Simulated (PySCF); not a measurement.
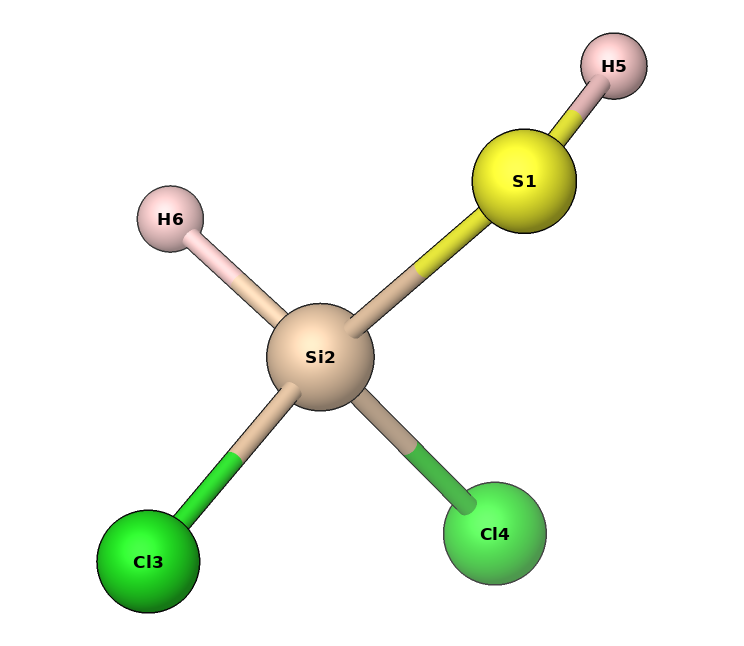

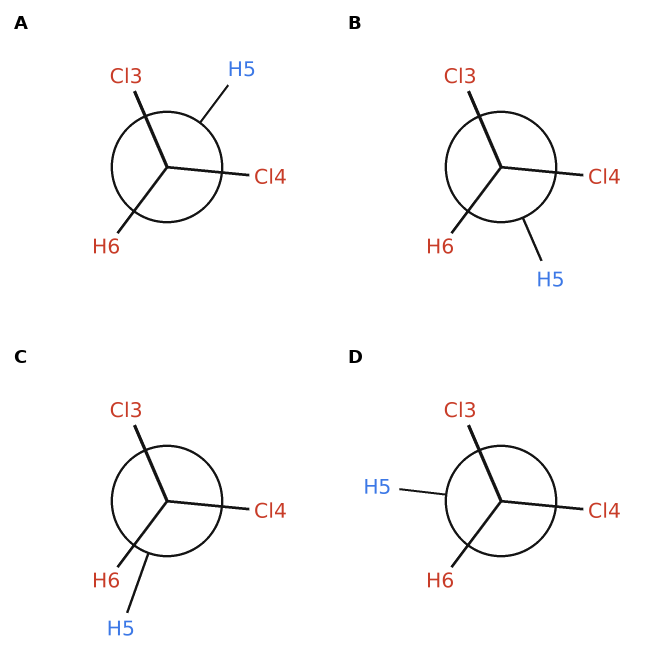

Depth is shown by fading: the farther an atom, the more it takes the colour of the background. Bonds that would overlap in a projection are set slightly apart. The computed structure is the end point of a PBE0-D3(BJ)/def2-SVP optimisation. No frequency run is at hand to confirm it as a minimum.

Question: Which Newman projection shows the view along Si2–S1, with Si2 in front?

Answer: B. The torsion angle Cl3–Si2–S1–H5 is 180°, antiperiplanar (anti).
